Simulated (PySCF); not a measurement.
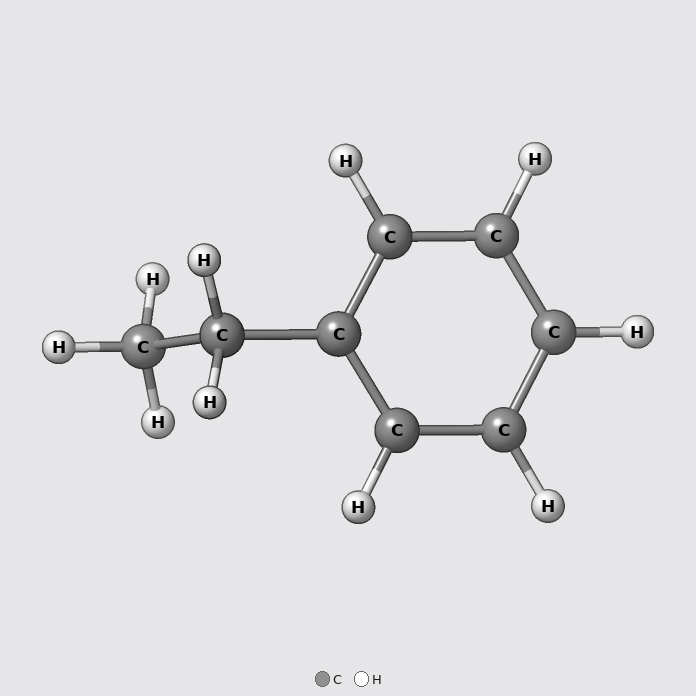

The geometry was computed by an optimisation with PBE0-D3(BJ)/def2-SVP. No frequency run is at hand to confirm it as a minimum.

**What is the molecular formula?**

C₈H₁₀, 18 atoms: 8 carbon and 10 hydrogen.

**Give the symmetry (Schoenflies symbol).**

Cs.

**Does it have rings?**

Independent rings (smallest set): 1 of 6 members, 1 of them aromatic.

The parts below concern this one geometry. Atoms keep their numbers from picture to picture.

## Ring current

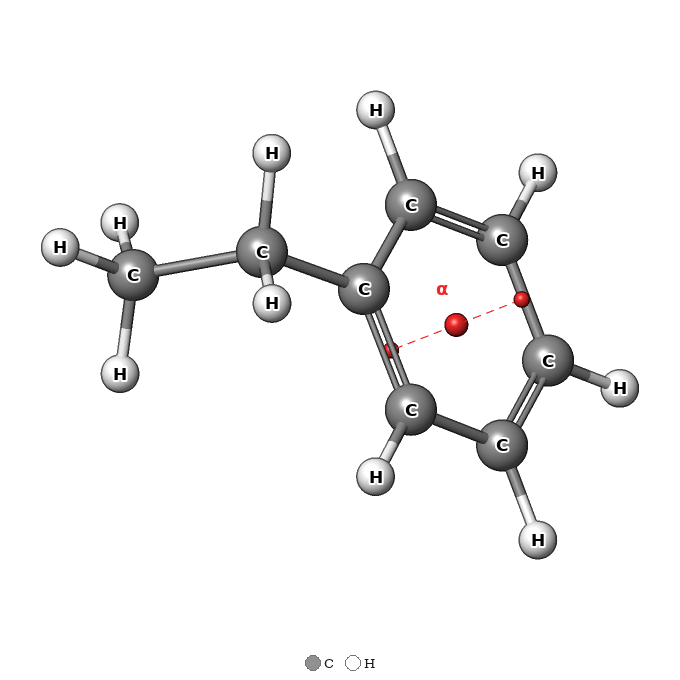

The small points mark where nucleus-independent chemical shifts (NICS) were computed: at the centre of each lettered ring and 1 Å above and below it. No frequency run is at hand to confirm it as a minimum. Method: GIAO OPBE/pcSseg-1 NMR shielding, non-relativistic, gas phase (PySCF 2.14.0).

Give NICS(0), NICS(1) and the out-of-plane component NICS(1)zz for each ring (means of the two sides).

```tsv
ring	members	NICS(0)	NICS(1)	NICS(1)zz
α	C6	−8.6	−11.0	−27.8
```

Values in ppm.

**What do the values say about the ring currents?**

Ring α: diatropic, as in an aromatic ring. NICS is one index among several.

## NMR shielding

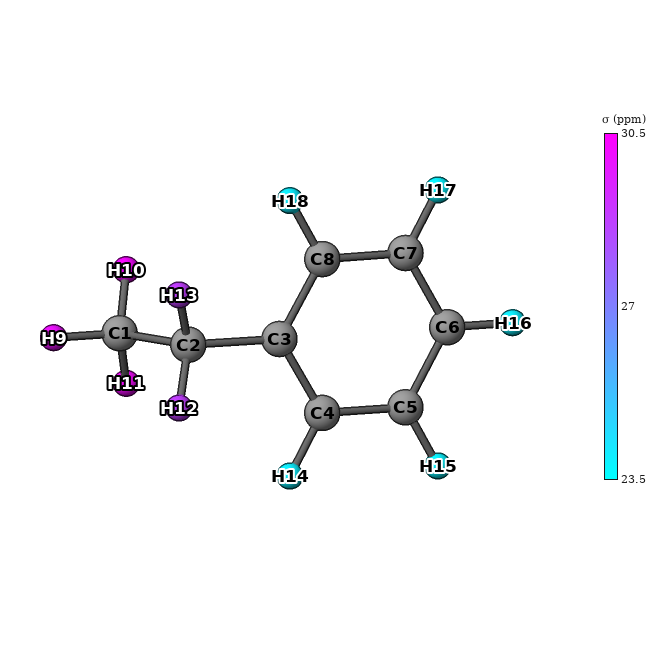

Atoms are coloured by their isotropic NMR shieldings (H only, the others grey). No frequency run is at hand to confirm it as a minimum. Method: GIAO PBE0/pcSseg-1 NMR shielding, non-relativistic, gas phase (PySCF 2.14.0).

List the isotropic NMR shieldings of the H atoms.

```tsv
atom	σ (ppm)
H9	29.96
H10	30.20
H11	30.20
H12	28.79
H13	28.80
H14	23.96
H15	23.85
H16	23.96
H17	23.85
H18	23.97
```

## Dipole moment

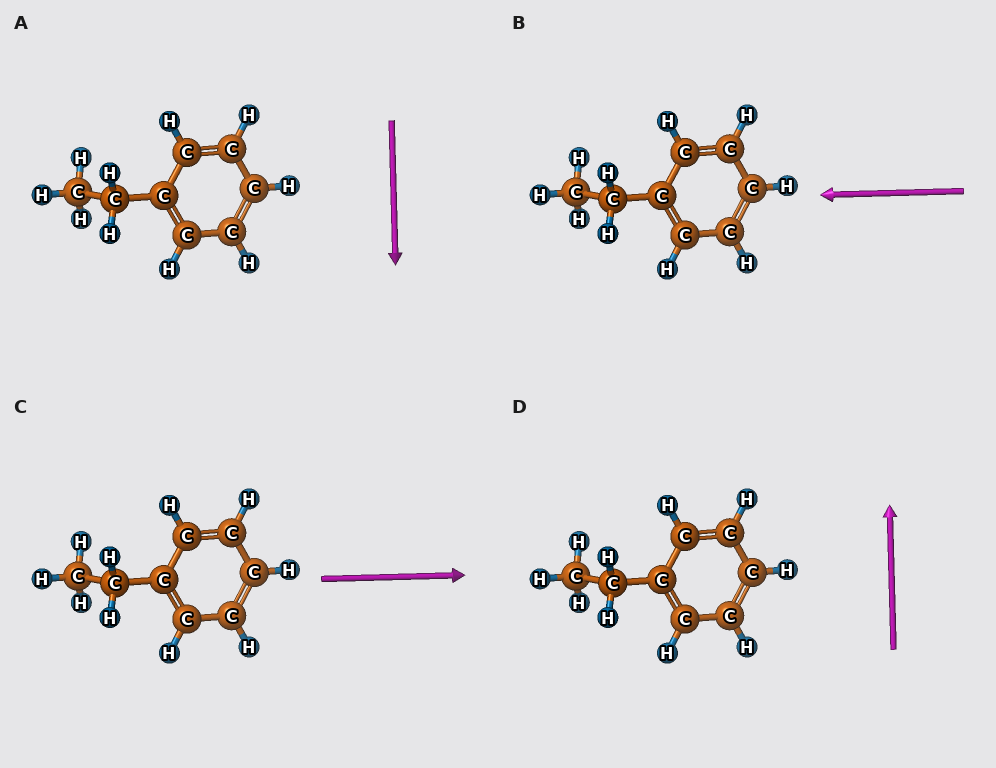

The same molecule four times, each with an arrow. No frequency run is at hand to confirm it as a minimum. Level of theory: WP04/pcSseg-1, gas phase (PySCF 2.14.0).

**Which arrow points along the dipole moment, from the negative to the positive end?**

B. The dipole moment is 0.40 D.
